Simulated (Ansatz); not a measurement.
Geometry relaxation, with input and output: C3H8GeTe (part 2 of 2)

The same run, continued: C3H8GeTe; RKS PBE0/def2-SVP (Ansatz 0.2.0). It belongs to a series of runs on one base structure; here: end point A relaxed.

Geometry of the input (Å):
```
C  -0.3295  -0.3899  2.2454
C  -0.0488  -1.3802  1.4607
Te 1.7300  -1.3563  0.3407
Ge 0.6180  -0.2822  -1.6345
C  -0.1894  1.4176  -1.1110
H  -1.3061  -0.3456  2.7942
H  0.2979  0.5238  2.3083
H  -0.6621  -2.2221  1.3853
H  -0.6023  -1.2068  -2.0498
H  1.5458  -0.0810  -2.7729
H  0.6146  2.0725  -0.6909
H  -0.9263  1.2788  -0.2779
H  -0.7215  1.9366  -1.9828
```

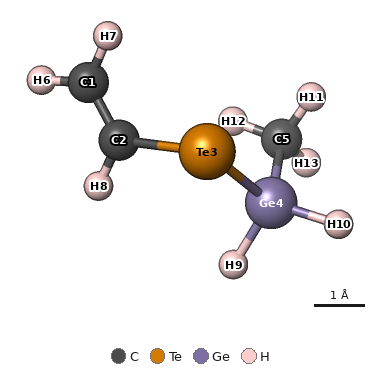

**Figure 1.** The geometry at step 18 of the log (ball-and-stick view, seen at a tilt; atoms are numbered from 1 in the order of the input).

**Trajectory as extended XYZ, continued**
```
13
Properties=species:S:1:pos:R:3:forces:R:3 step=6 energy=-67032.35820
C    -0.3624   -0.4292    2.4150    0.0058   0.0267   0.0140
C    -0.0533   -1.3539    1.5060    0.0106   0.0244   0.0112
Te    1.7300   -1.3081    0.3397   -0.0055   0.0062   0.0123
Ge    0.5382   -0.2592   -1.6840    0.0253  -0.0088   0.0011
C    -0.1849    1.4910   -1.2160   -0.0019   0.0181   0.0237
H    -1.2791   -0.5162    3.0119    0.0288  -0.0095  -0.0161
H     0.2750    0.4417    2.6037   -0.0210  -0.0369  -0.0066
H    -0.7004   -2.2210    1.3396   -0.0195  -0.0061  -0.0116
H    -0.5851   -1.2036   -2.1581   -0.0113  -0.0082  -0.0035
H     1.6170   -0.1557   -2.7820   -0.0058   0.0014  -0.0030
H     0.6307    2.1722   -0.9351   -0.0025  -0.0035  -0.0124
H    -0.8675    1.3886   -0.3598   -0.0038   0.0046  -0.0123
H    -0.7380    1.9189   -2.0659    0.0007  -0.0084   0.0032
13
Properties=species:S:1:pos:R:3:forces:R:3 step=8 energy=-67032.35990
C    -0.3549   -0.4489    2.4502    0.0318  -0.0706  -0.0995
C    -0.0637   -1.3390    1.5007   -0.0506  -0.0292   0.0312
Te    1.7323   -1.2881    0.3580    0.0024   0.0066  -0.0062
Ge    0.5460   -0.2587   -1.6774   -0.0116   0.0105  -0.0330
C    -0.1865    1.4967   -1.2371    0.0193  -0.0100  -0.0010
H    -1.2751   -0.5434    3.0343   -0.0645  -0.0031   0.0539
H     0.3000    0.3956    2.6792    0.0316   0.0295   0.0191
H    -0.7338   -2.1825    1.2901    0.0452   0.0720   0.0100
H    -0.5777   -1.2078   -2.1478    0.0130  -0.0007   0.0158
H     1.6195   -0.1576   -2.7814   -0.0003  -0.0081   0.0096
H     0.6268    2.1946   -0.9931   -0.0078  -0.0057   0.0012
H    -0.8560    1.4137   -0.3692   -0.0011  -0.0006   0.0031
H    -0.7566    1.8904   -2.0919   -0.0074   0.0094  -0.0041
13
Properties=species:S:1:pos:R:3:forces:R:3 step=9 energy=-67032.36041
C    -0.3460   -0.4695    2.4965    0.0937  -0.1416  -0.1854
C    -0.0741   -1.3185    1.5013   -0.1696   0.0149   0.0348
Te    1.7289   -1.2563    0.3713    0.0311  -0.0179   0.0117
Ge    0.5557   -0.2579   -1.6859   -0.0639   0.0307  -0.0049
C    -0.1893    1.4976   -1.2619    0.0180   0.0026  -0.0614
H    -1.2727   -0.5712    3.0686   -0.0684   0.0050   0.0639
H     0.3324    0.3430    2.7766   -0.0096  -0.0304  -0.0039
H    -0.7743   -2.1256    1.2321    0.1444   0.1641   0.0791
H    -0.5655   -1.2159   -2.1466    0.0244   0.0010   0.0136
H     1.6283   -0.1617   -2.7907    0.0063  -0.0125   0.0180
H     0.6206    2.2085   -1.0422   -0.0330  -0.0220   0.0103
H    -0.8500    1.4234   -0.3864    0.0173  -0.0044   0.0064
H    -0.7737    1.8694   -2.1180    0.0091   0.0106   0.0179
13
Properties=species:S:1:pos:R:3:forces:R:3 step=11 energy=-67032.36428
C    -0.3359   -0.4889    2.5283    0.0257   0.0104   0.0040
C    -0.0837   -1.2808    1.4867    0.0186  -0.0112  -0.0109
Te    1.7342   -1.2229    0.3796   -0.0140  -0.0052   0.0217
Ge    0.5553   -0.2588   -1.6911    0.0054   0.0007   0.0087
C    -0.1973    1.4950   -1.2840   -0.0051   0.0069  -0.0035
H    -1.2703   -0.5892    3.0925   -0.0010  -0.0095   0.0095
H     0.3700    0.2785    2.8602   -0.0111   0.0100   0.0098
H    -0.7995   -2.0481    1.1739   -0.0144  -0.0022  -0.0146
H    -0.5531   -1.2385   -2.1308   -0.0058   0.0009  -0.0018
H     1.6313   -0.1772   -2.7925    0.0022   0.0013  -0.0034
H     0.6070    2.2051   -1.0464    0.0024  -0.0055   0.0003
H    -0.8688    1.4189   -0.4166    0.0083  -0.0081  -0.0038
H    -0.7687    1.8720   -2.1450   -0.0112   0.0115  -0.0162
13
Properties=species:S:1:pos:R:3:forces:R:3 step=13 energy=-67032.36543 accepted=F
C    -0.3139   -0.5495    2.6293    0.1350  -0.0865  -0.1901
C    -0.1016   -1.2282    1.4947   -0.1135   0.1351   0.2094
Te    1.7243   -1.1494    0.4073   -0.0130   0.0026   0.0035
Ge    0.5605   -0.2530   -1.7049    0.0098  -0.0191   0.0127
C    -0.2083    1.5060   -1.3586   -0.0175   0.0061   0.0378
H    -1.2528   -0.6670    3.1854    0.0363  -0.0111  -0.0391
H     0.4325    0.1389    3.0520   -0.1238  -0.1274  -0.0874
H    -0.8599   -1.9100    1.0833    0.0773   0.0897   0.0937
H    -0.5355   -1.2571   -2.1204   -0.0076   0.0034  -0.0024
H     1.6443   -0.1985   -2.8000    0.0071  -0.0017   0.0010
H     0.5888    2.2207   -1.1128    0.0152   0.0129  -0.0045
H    -0.8966    1.4434   -0.5032    0.0015   0.0001  -0.0119
H    -0.7616    1.8691   -2.2371   -0.0069  -0.0041  -0.0227
13
Properties=species:S:1:pos:R:3:forces:R:3 step=15 energy=-67032.36663
C    -0.3226   -0.5261    2.5873    0.0114   0.0029  -0.0126
C    -0.0958   -1.2537    1.4934    0.0016   0.0089   0.0149
Te    1.7253   -1.1827    0.3959   -0.0104  -0.0005   0.0080
Ge    0.5588   -0.2539   -1.6986   -0.0029  -0.0029   0.0045
C    -0.2026    1.5046   -1.3294   -0.0017   0.0036   0.0058
H    -1.2565   -0.6413    3.1499    0.0046  -0.0059  -0.0024
H     0.4011    0.2031    2.9653   -0.0086  -0.0138   0.0019
H    -0.8348   -1.9779    1.1330    0.0055   0.0064  -0.0014
H    -0.5449   -1.2442   -2.1270   -0.0021   0.0005  -0.0023
H     1.6414   -0.1889   -2.7946    0.0027  -0.0016  -0.0006
H     0.5981    2.2186   -1.0916    0.0029   0.0022  -0.0047
H    -0.8816    1.4388   -0.4673   -0.0010  -0.0028  -0.0038
H    -0.7658    1.8690   -2.2015   -0.0022   0.0031  -0.0073
13
Properties=species:S:1:pos:R:3:forces:R:3 step=16 energy=-67032.36781
C    -0.3133   -0.5533    2.6280    0.0214  -0.0282  -0.0287
C    -0.1008   -1.2367    1.5021   -0.0310   0.0235   0.0390
Te    1.7189   -1.1541    0.4064   -0.0025  -0.0006   0.0056
Ge    0.5580   -0.2502   -1.7017   -0.0037   0.0084  -0.0042
C    -0.2063    1.5141   -1.3634   -0.0005  -0.0036   0.0021
H    -1.2472   -0.6810    3.1874   -0.0022  -0.0016  -0.0025
H     0.4218    0.1459    3.0405   -0.0148  -0.0243  -0.0236
H    -0.8540   -1.9319    1.1119    0.0295   0.0301   0.0163
H    -0.5438   -1.2451   -2.1254    0.0026  -0.0007   0.0027
H     1.6485   -0.1997   -2.7911   -0.0029  -0.0017  -0.0001
H     0.5926    2.2300   -1.1252   -0.0009   0.0015  -0.0087
H    -0.8944    1.4594   -0.5077   -0.0030  -0.0001  -0.0078
H    -0.7596    1.8678   -2.2470    0.0078  -0.0028   0.0100
13
Properties=species:S:1:pos:R:3:forces:R:3 step=18 energy=-67032.36863
C    -0.3013   -0.5881    2.6755    0.0186   0.0177   0.0449
C    -0.1073   -1.2139    1.5145   -0.0572  -0.0125  -0.0518
Te    1.7106   -1.1193    0.4200    0.0219  -0.0120   0.0074
Ge    0.5604   -0.2455   -1.7061   -0.0171   0.0183  -0.0018
C    -0.2111    1.5225   -1.4014   -0.0037  -0.0052  -0.0160
H    -1.2401   -0.7207    3.2256    0.0042  -0.0065   0.0071
H     0.4513    0.0675    3.1288   -0.0391  -0.0417  -0.0511
H    -0.8806   -1.8654    1.0864    0.0607   0.0530   0.0398
H    -0.5381   -1.2473   -2.1227    0.0050  -0.0032   0.0040
H     1.6574   -0.2089   -2.7899   -0.0053  -0.0031   0.0081
H     0.5837    2.2444   -1.1671   -0.0048  -0.0010  -0.0056
H    -0.9082    1.4796   -0.5521    0.0018   0.0017  -0.0103
H    -0.7563    1.8604   -2.2967    0.0148  -0.0056   0.0253
13
Properties=species:S:1:pos:R:3:forces:R:3 step=20 energy=-67032.36941
C    -0.3002   -0.6044    2.6903   -0.0024  -0.0057  -0.0087
C    -0.1105   -1.2040    1.5149    0.0048  -0.0033  -0.0073
Te    1.7125   -1.0954    0.4291   -0.0063  -0.0061   0.0032
Ge    0.5573   -0.2426   -1.7026   -0.0153  -0.0042   0.0055
C    -0.2108    1.5288   -1.4169   -0.0060  -0.0039   0.0035
H    -1.2349   -0.7477    3.2445    0.0022  -0.0019  -0.0016
H     0.4564    0.0412    3.1462   -0.0038   0.0019   0.0108
H    -0.8813   -1.8473    1.0754    0.0078   0.0115   0.0080
H    -0.5411   -1.2512   -2.1023    0.0014  -0.0008   0.0032
H     1.6500   -0.2197   -2.7895    0.0064   0.0012  -0.0065
H     0.5857    2.2466   -1.1769   -0.0028   0.0119  -0.0033
H    -0.9201    1.4964   -0.5775    0.0091  -0.0058   0.0003
H    -0.7426    1.8645   -2.3199    0.0049   0.0050  -0.0073
13
Properties=species:S:1:pos:R:3:forces:R:3 step=21 energy=-67032.36969
C    -0.2978   -0.6189    2.7064    0.0144  -0.0212  -0.0425
C    -0.1116   -1.1955    1.5180   -0.0052   0.0112   0.0264
Te    1.7124   -1.0825    0.4352   -0.0045   0.0061   0.0036
Ge    0.5573   -0.2396   -1.7010   -0.0092  -0.0105   0.0042
C    -0.2113    1.5344   -1.4325   -0.0092  -0.0056   0.0098
H    -1.2337   -0.7673    3.2572    0.0024  -0.0002  -0.0053
H     0.4637    0.0109    3.1769   -0.0116  -0.0049   0.0040
H    -0.8870   -1.8232    1.0640    0.0067   0.0135   0.0152
H    -0.5400   -1.2545   -2.0881   -0.0018   0.0065  -0.0019
H     1.6482   -0.2251   -2.7900    0.0057  -0.0018  -0.0038
H     0.5838    2.2552   -1.1970   -0.0008   0.0078  -0.0020
H    -0.9228    1.5088   -0.5947    0.0089  -0.0020  -0.0016
H    -0.7408    1.8623   -2.3398    0.0041   0.0013  -0.0060
13
Properties=species:S:1:pos:R:3:forces:R:3 step=23 energy=-67032.37002
C    -0.2932   -0.6421    2.7322    0.0293  -0.0070  -0.0464
C    -0.1128   -1.1773    1.5236   -0.0114   0.0034   0.0273
Te    1.7120   -1.0556    0.4449   -0.0029   0.0074   0.0041
Ge    0.5573   -0.2374   -1.7012   -0.0039  -0.0018   0.0048
C    -0.2123    1.5395   -1.4547   -0.0063   0.0009  -0.0010
H    -1.2322   -0.7977    3.2755    0.0032  -0.0010  -0.0042
H     0.4752   -0.0389    3.2270   -0.0236  -0.0169  -0.0063
H    -0.8959   -1.7780    1.0463    0.0062   0.0157   0.0224
H    -0.5413   -1.2556   -2.0757    0.0010   0.0035  -0.0004
H     1.6482   -0.2360   -2.7906    0.0009  -0.0026   0.0011
H     0.5805    2.2651   -1.2260    0.0010  -0.0003   0.0010
H    -0.9262    1.5228   -0.6187    0.0061  -0.0003  -0.0017
H    -0.7390    1.8562   -2.3677    0.0004  -0.0011  -0.0008
13
Properties=species:S:1:pos:R:3:forces:R:3 step=25 energy=-67032.37021
C    -0.2903   -0.6570    2.7461   -0.0019  -0.0081  -0.0250
C    -0.1138   -1.1680    1.5272    0.0063   0.0119   0.0161
Te    1.7112   -1.0387    0.4512    0.0051   0.0016   0.0039
Ge    0.5581   -0.2348   -1.7004   -0.0028   0.0005  -0.0001
C    -0.2129    1.5434   -1.4685    0.0048   0.0060  -0.0112
H    -1.2316   -0.8160    3.2840   -0.0012  -0.0035   0.0014
H     0.4809   -0.0717    3.2557    0.0053   0.0031   0.0042
H    -0.9028   -1.7503    1.0392   -0.0092  -0.0052  -0.0011
H    -0.5408   -1.2555   -2.0669   -0.0006   0.0006  -0.0008
H     1.6493   -0.2428   -2.7899   -0.0017  -0.0010   0.0043
H     0.5792    2.2733   -1.2502   -0.0003  -0.0055   0.0008
H    -0.9231    1.5335   -0.6297   -0.0030   0.0012   0.0024
H    -0.7432    1.8498   -2.3832   -0.0006  -0.0016   0.0049
13
Properties=species:S:1:pos:R:3:forces:R:3 step=26 energy=-67032.37020 accepted=F
C    -0.2890   -0.6695    2.7578   -0.0025  -0.0135  -0.0206
C    -0.1153   -1.1579    1.5289    0.0072  -0.0029   0.0410
Te    1.7112   -1.0213    0.4579   -0.0057   0.0072  -0.0057
Ge    0.5568   -0.2331   -1.6988    0.0061   0.0054  -0.0044
C    -0.2122    1.5481   -1.4817    0.0055   0.0049  -0.0093
H    -1.2288   -0.8407    3.2947   -0.0036   0.0076  -0.0036
H     0.4828   -0.0948    3.2789    0.0016  -0.0035  -0.0071
H    -0.9064   -1.7317    1.0334    0.0001   0.0030  -0.0023
H    -0.5432   -1.2553   -2.0574    0.0004  -0.0010   0.0024
H     1.6481   -0.2505   -2.7882   -0.0039  -0.0004   0.0022
H     0.5810    2.2793   -1.2720   -0.0016  -0.0070  -0.0001
H    -0.9201    1.5465   -0.6408   -0.0036   0.0018  -0.0003
H    -0.7445    1.8462   -2.3980    0.0000  -0.0016   0.0077
13
Properties=species:S:1:pos:R:3:forces:R:3 step=28 energy=-67032.37031
C    -0.2895   -0.6737    2.7592   -0.0059   0.0042  -0.0001
C    -0.1126   -1.1630    1.5316   -0.0037  -0.0022   0.0113
Te    1.7124   -1.0160    0.4593   -0.0023   0.0019  -0.0035
Ge    0.5546   -0.2315   -1.6970    0.0042   0.0010  -0.0021
C    -0.2113    1.5516   -1.4855    0.0009  -0.0011   0.0030
H    -1.2308   -0.8443    3.2938    0.0020   0.0002  -0.0001
H     0.4798   -0.0956    3.2804   -0.0010  -0.0066  -0.0069
H    -0.9025   -1.7380    1.0351    0.0080   0.0023  -0.0002
H    -0.5463   -1.2545   -2.0507    0.0000   0.0007   0.0022
H     1.6450   -0.2536   -2.7870   -0.0023  -0.0001  -0.0013
H     0.5842    2.2812   -1.2792   -0.0012  -0.0013  -0.0009
H    -0.9181    1.5547   -0.6435    0.0005   0.0013  -0.0034
H    -0.7446    1.8479   -2.4017    0.0007  -0.0004   0.0020
```

**Results in brief**

```tsv
quantity	value
outcome	converged
total energy	−67032.3703 eV
mean-field energy	−67032.3703 eV
largest force (length of the vector) at the end	0.012 eV/Å
hardware	2 threads of Intel Xeon (Sapphire Rapids), 16 GiB of memory available, shared host
wall time	3.3 min (CPU time 6.2 min)
peak memory	0.48 GiB
```
